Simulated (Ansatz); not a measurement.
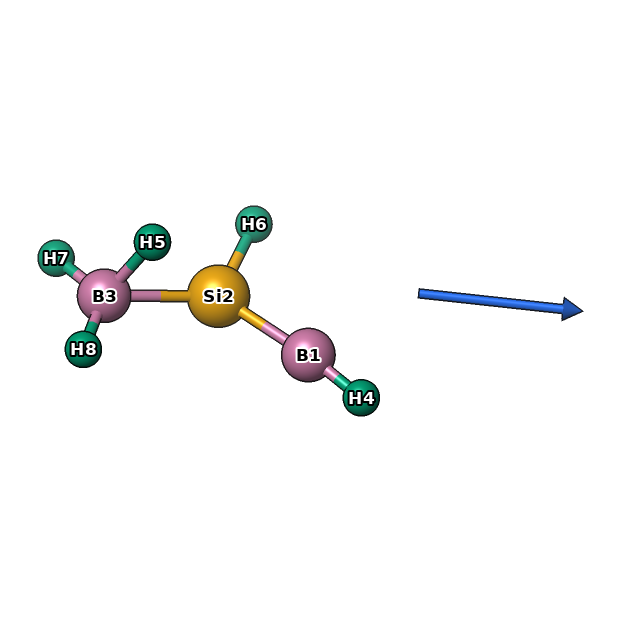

The arrow beside the molecule shows the direction of the dipole moment, from the negative to the positive end (its length means nothing). Charge 0, doublet. The computed structure is the end point of a PBE0-D4/def2-TZVP optimisation. No frequency run is at hand to confirm it as a minimum. Method: UKS PBE0-D4/def2-TZVP (Ansatz 0.2.0).

### Estimate the dipole moment.

2.75 D; it points from the side of H7 to the side of H4 (the outermost atoms at the two ends).
